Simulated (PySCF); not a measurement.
CH₉ClSi₂, SMILES `[SiH3][SiH3].CCl`.

Level of theory: TPSS/6-311+G** (PySCF), at a geometry from GFN2-xTB. GFN2-xTB bond lengths at metals and heavier atoms can be off by up to 0.1 Å and shapes distorted, which carries into these values.

Input script:

```python
import numpy as np
from pyscf import gto, scf, dft
from pyscf.scf import atom_ks, atom_hf
from scipy.linalg import block_diag
from pyscf.dispersion import dftd3

def solve(mol, dm0=None, hcore=None):
    mf = (dft.UKS if mol.spin else dft.RKS)(mol, xc='tpss')
    mf.grids.level = 3
    mf = mf.density_fit(auxbasis='def2-universal-jkfit')
    mf.conv_tol, mf.max_cycle = 1e-8, 80
    if hcore is not None:
        mf.get_hcore = lambda *args: hcore
    mf.kernel(dm0)
    if not mf.converged:
        mf = mf.newton().run(mf.mo_coeff, mf.mo_occ, max_cycle=30)
    assert mf.converged, 'SCF not converged'
    return mf

mol = gto.M(atom='''
Si    -1.22920     1.28465     0.01111
Si    -1.93766    -0.90690    -0.01437
H     -2.33742     2.24545     0.00910
H     -0.42649     1.62111     1.19404
H     -0.39801     1.64386    -1.14402
H     -3.40122    -1.00451     0.03869
H     -1.43226    -1.67703     1.12405
H     -1.52238    -1.61478    -1.22770
C      2.72327     0.66374    -0.03293
Cl     1.69142    -0.78269     0.02247
H      2.13952     1.50852     0.31893
H      3.03812     0.81843    -1.06014
H      3.58247     0.49380     0.60834
''', basis='6-311+g**', charge=0, spin=0, verbose=4)
mol_a = gto.M(atom='''
Si    -1.22920     1.28465     0.01111
Si    -1.93766    -0.90690    -0.01437
H     -2.33742     2.24545     0.00910
H     -0.42649     1.62111     1.19404
H     -0.39801     1.64386    -1.14402
H     -3.40122    -1.00451     0.03869
H     -1.43226    -1.67703     1.12405
H     -1.52238    -1.61478    -1.22770
ghost-C      2.72327     0.66374    -0.03293
ghost-Cl     1.69142    -0.78269     0.02247
ghost-H      2.13952     1.50852     0.31893
ghost-H      3.03812     0.81843    -1.06014
ghost-H      3.58247     0.49380     0.60834
''', basis='6-311+g**', charge=0, spin=0, verbose=4)
mol_b = gto.M(atom='''
ghost-Si    -1.22920     1.28465     0.01111
ghost-Si    -1.93766    -0.90690    -0.01437
ghost-H     -2.33742     2.24545     0.00910
ghost-H     -0.42649     1.62111     1.19404
ghost-H     -0.39801     1.64386    -1.14402
ghost-H     -3.40122    -1.00451     0.03869
ghost-H     -1.43226    -1.67703     1.12405
ghost-H     -1.52238    -1.61478    -1.22770
C      2.72327     0.66374    -0.03293
Cl     1.69142    -0.78269     0.02247
H      2.13952     1.50852     0.31893
H      3.03812     0.81843    -1.06014
H      3.58247     0.49380     0.60834
''', basis='6-311+g**', charge=0, spin=0, verbose=4)
ab, a, b = solve(mol), solve(mol_a), solve(mol_b)
e_int = ab.e_tot - a.e_tot - b.e_tot
print('counterpoise-corrected interaction energy / kcal/mol', e_int * 627.5095)
def disp(atoms, charge):
    m = gto.M(atom=atoms, charge=charge, basis='sto-3g', spin=None, unit='Bohr', verbose=0)
    return dftd3.DFTD3Dispersion(m, xc='tpss', version='d3bj').get_dispersion()['energy']
e_disp = disp(mol._atom, mol.charge) - disp(mol._atom[:8], mol_a.charge) - disp(mol._atom[8:], mol_b.charge)
print('D3(BJ) part / kcal/mol', e_disp * 627.5095)
# spherically averaged free atoms, for the promolecule
atm = atom_ks.get_atm_nrks(mol, xc='tpss')
pro = block_diag(*[(atm[a[0]][2] * atm[a[0]][3]) @ atm[a[0]][2].T for a in mol._atom])
np.savez('result.npz', e_int=e_int, e_disp=e_disp, dm_a=a.make_rdm1(), dm_b=b.make_rdm1(), c=ab.mo_coeff, occ=ab.mo_occ, eps=ab.mo_energy, pro=pro, d=[f.dip_moment(verbose=0) for f in (ab, a, b)])
```

Command:

```sh
OMP_NUM_THREADS=1 python input.py
```

The run took 2.2 min on 1 thread of Intel(R) Xeon(R) Platinum 8259CL CPU @ 2.50GHz (Skylake/Cascade Lake), with other jobs on the host, peak memory 0.68 GiB.

Partitions, critical points and surface values were worked out afterwards from this run's density.

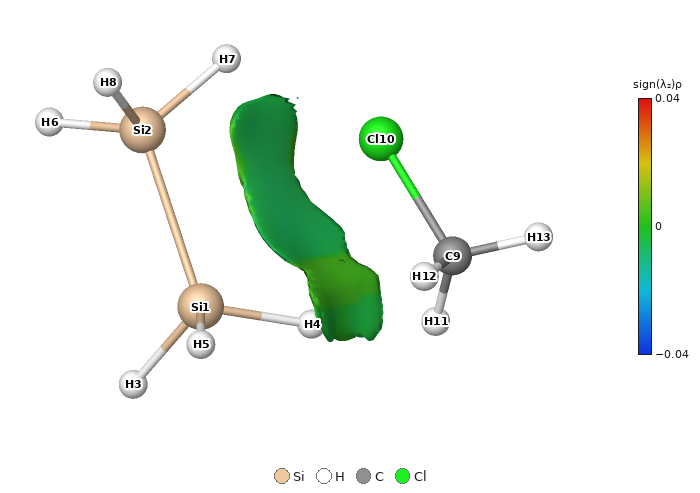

Non-covalent interaction surfaces between the fragments (reduced density gradient s = 0.5, coloured by sign(λ₂)ρ in a.u.; trimmed to the region between the fragments where ρ is under 0.06 a.u.). Fragment A: Si2H6 (atoms 1–8); fragment B: H3CCl.

**Which interactions hold the two fragments together?**

Bond critical points between the fragments: H4···H11, H···H contact, 2.71 Å, ρ = 0.004 a.u.; Si1···Cl10, 3.58 Å, ρ = 0.007 a.u., a bond path close to vanishing (ellipticity 2.0). All are weak and appear green (van der Waals range). Several contacts close a ring, whose ring point adds a part with positive λ₂ between them. The pose is a local one from a semi-empirical search, not shown to be the most stable.

**How strongly are they bound?**

The counterpoise-corrected interaction energy of the frozen fragments is −0.1 kcal/mol without dispersion correction and −2.8 kcal/mol with D3(BJ). The pair geometry is semi-empirical, not a minimum at this level.
